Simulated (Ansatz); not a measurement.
Cl$_{2}$FHSi

```
atom    x (Å)    y (Å)    z (Å)
  Si   0.0179   0.0304  -0.0006
   H   0.0053   0.0087   1.4856
  Cl   1.9472   0.0042  -0.7064
  Cl  -0.9692   1.6881  -0.7068
   F  -0.7446  -1.2906  -0.5599
```

Computed with RKS PBE/def2-SVP (Ansatz 0.2.0).

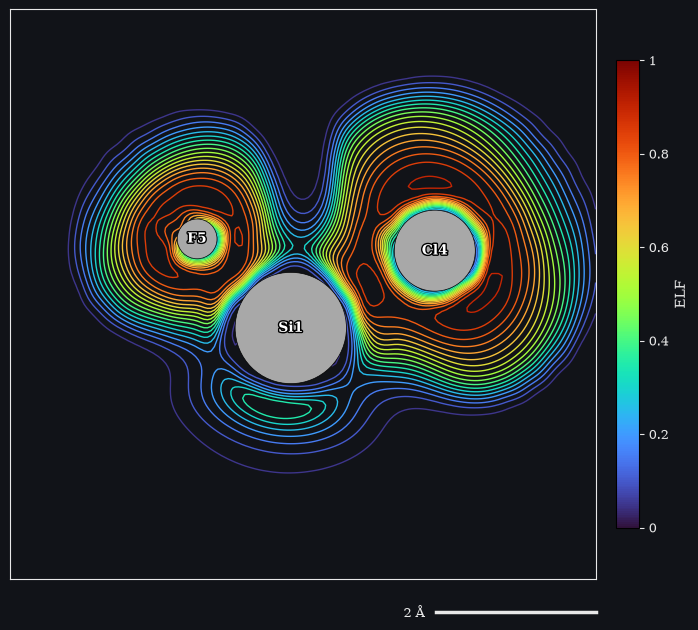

Figure 1. Electron localisation function on the plane of atoms Cl4, Si1 and F5. Grey discs cover the atomic cores.

Describe what can be read from this map.

Atoms in the plane: Si, Cl and F. Si–F (1.62 Å): the ELF peaks at about 0.85 in the valence shell of F, 0.6 Å from its nucleus, and is about 0.50 at the midpoint. Si–Cl (2.05 Å): the ELF peaks at about 0.85 between the atoms: a polar covalent bond. The ELF also peaks beside Cl4 and F5, away from the bonds: lone-pair regions.

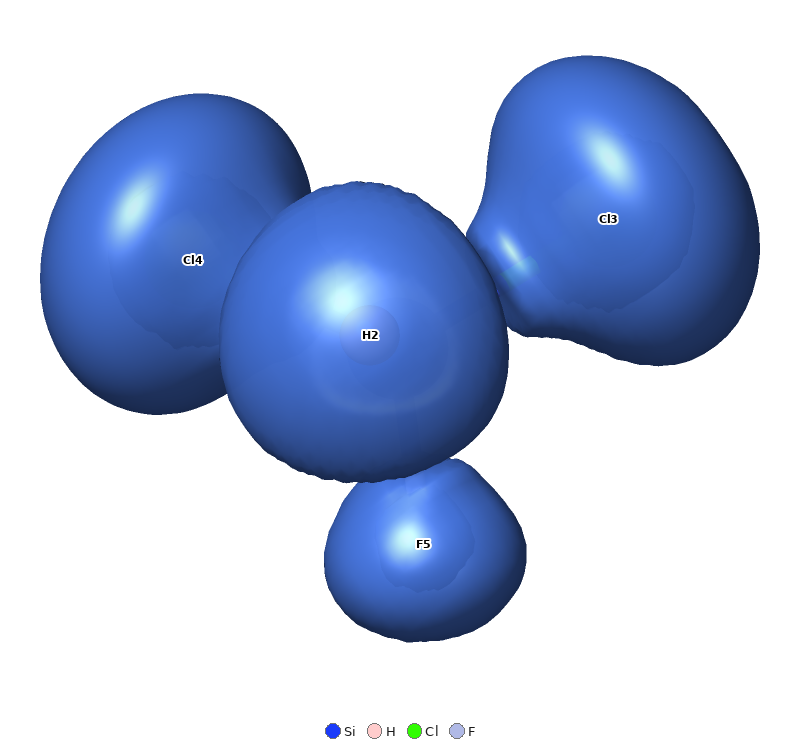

Figure 2. Isosurface of the electron localisation function at 0.75 (blue), seen at a tilt. Only the valence region is drawn (cores and ρ < 0.01 e/Å³ removed).

Where are the electrons localised?

At this value the surface marks out one region around a hydrogen nucleus, two regions on Cl in which the atom's valence shell and bonds are merged and one region wrapped around F (its lone pairs, merged into a ring or cap).

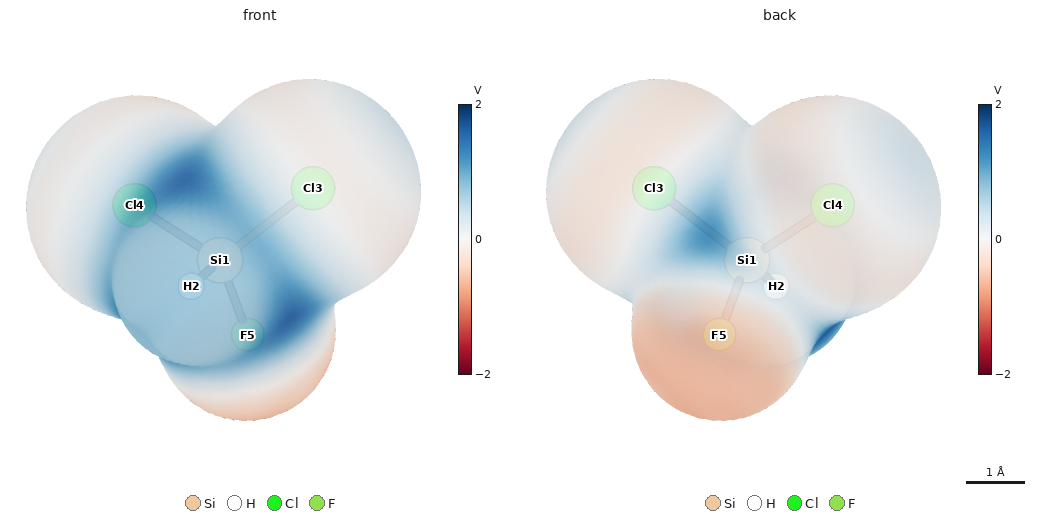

Figure 3. The electrostatic potential painted on the density surface at 0.002 e/bohr³, seen from the front and from behind; red is negative and blue positive.

Describe the electrostatic potential map.

The most negative region (about −0.6 V, or −14 kcal/mol for a unit charge) lies over F5, the most positive (about +1.6 V, or +37 kcal/mol for a unit charge) over Si1.

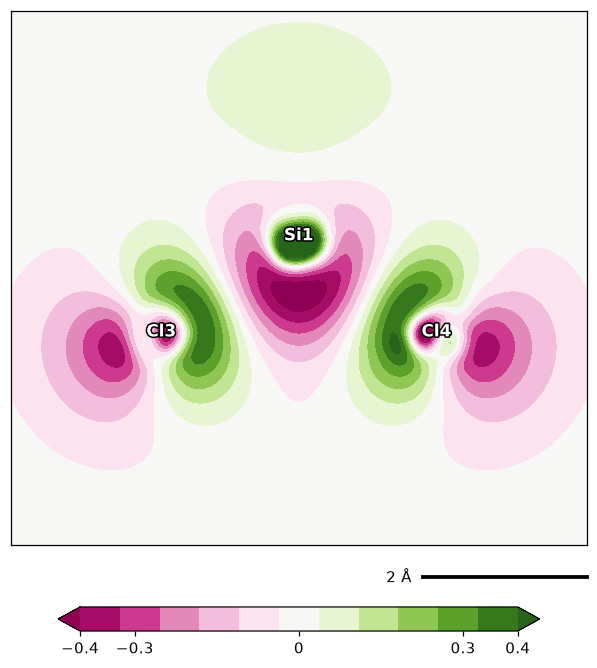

Figure 4. The LUMO on the plane of atoms Cl3, Si1 and Cl4 (values in Å⁻³ᐟ²; the overall sign is arbitrary).

Where does this orbital lie, and at what energy?

By Hirshfeld shares it lies mainly on Si1 (about 40 %), Cl3 (about 25 %), Cl4 (about 25 %) and H2 (about 10 %). Its energy is −0.66 eV.
